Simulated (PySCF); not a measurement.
System: C6H5FS.

Input

```
{"job": {"kind": "uv", "xc": "CAM-B3LYP", "basis": "def2-SVPD", "dynamic": true, "nstates": 6, "ntriplets": 0}, "charge": 0, "multiplicity": 1}
F      1.088449     2.199568     0.182139
C      0.422489     1.039622     0.158632
C     -0.643718     0.857521     1.026348
C     -1.342275    -0.348039     1.009761
C     -0.959616    -1.355198     0.124876
C      0.114677    -1.160732    -0.738685
C      0.826534     0.044987    -0.737925
S      2.170096     0.268007    -1.854202
H     -0.910337     1.670749     1.704049
H     -2.183714    -0.497200     1.689214
H     -1.499619    -2.304149     0.105458
H      0.414740    -1.953196    -1.428566
H      2.532638     1.480889    -1.390654
```

Command:

```sh
OMP_NUM_THREADS=1 python probes_run.py task.json out
```

Geometry: PBE0-D3(BJ)/def2-SVP.

Theory: CAM-B3LYP/def2-SVPD, SCF density, gas phase (PySCF).

Q: What will maps of the electron density and electron localisation function show?

A: C–F (1.34 Å): the density is about 2.3 e/Å³ at the midpoint; the ELF peaks at about 0.85 between the atoms: a shared but strongly polarised pair.
C–C (1.39 Å): ρ at the midpoint is about 2.1 e/Å³; the ELF peaks at about 0.95 between the atoms: localised, covalent bonding.
C–S (1.76 Å): the density is about 1.4 e/Å³ at the midpoint; the ELF peaks at about 0.95 between the atoms, as expected for a covalent bond.
C–H (1.09 Å): ρ at the midpoint is about 2 e/Å³; the ELF climbs to about 1 towards the hydrogen, as it does in any bond to H: a covalent bond by its length.

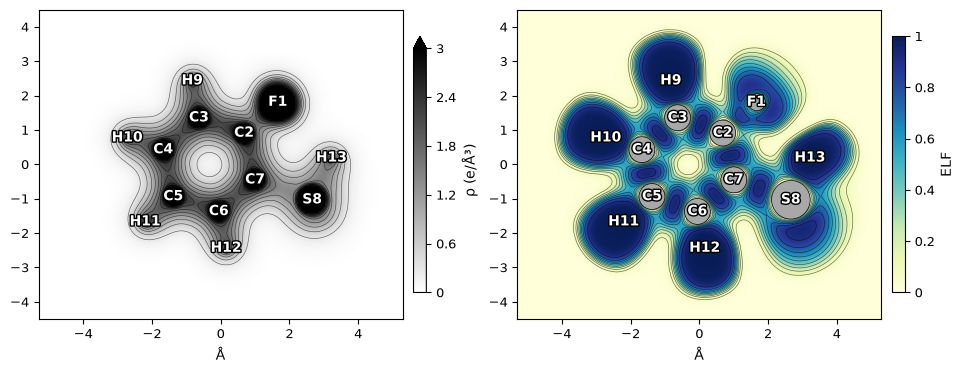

Computed electron density and electron localisation function on the molecular plane, in this order. Grey discs cover the atomic cores in the ELF map. 
